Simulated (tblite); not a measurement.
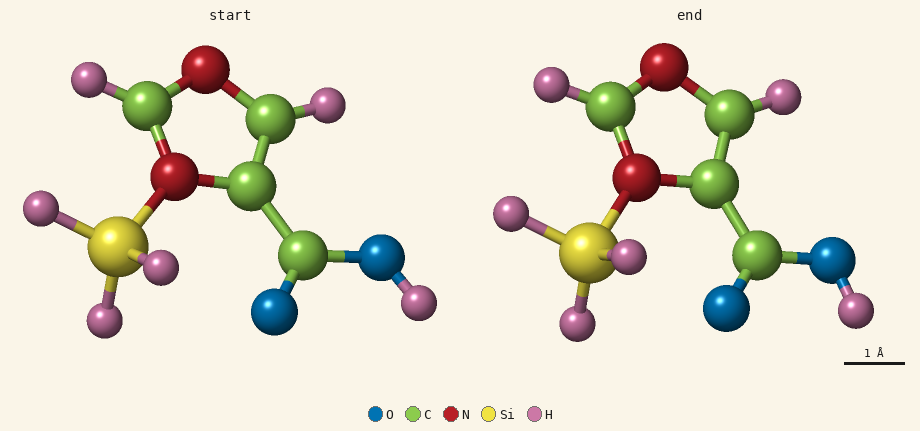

The structure of C4H6N2O2Si before (left) and after (right) a relaxation, at one scale.

The picture is a ball-and-stick view, seen at a tilt.

Level of theory: GFN2-xTB geometry optimisation, gas phase in tblite 0.8.0. 

Question: Describe what moved and what it gained.

Answer: The energy falls by 16.6 kcal/mol in 59 geometry steps. The atom that moves furthest after the best rigid fit is an H atom (0.44 Å). Largest moves by element: H 0.44 Å, Si 0.22 Å, O 0.17 Å, C 0.10 Å, N 0.05 Å. Among the contacts that change: O–Si 2.862 → 2.504 Å, C–O 1.393 → 1.332 Å, C–O 1.272 → 1.223 Å, C–C 1.467 → 1.432 Å. Among the angles between lasting bonds that change: C–O–H 123.8° → 109.9°, H–Si–H 108.3° → 121.9°, N–Si–H 108.5° → 98.6°. The run took 0.43 s on 1 thread of Arm Neoverse V1, with other jobs on the host.
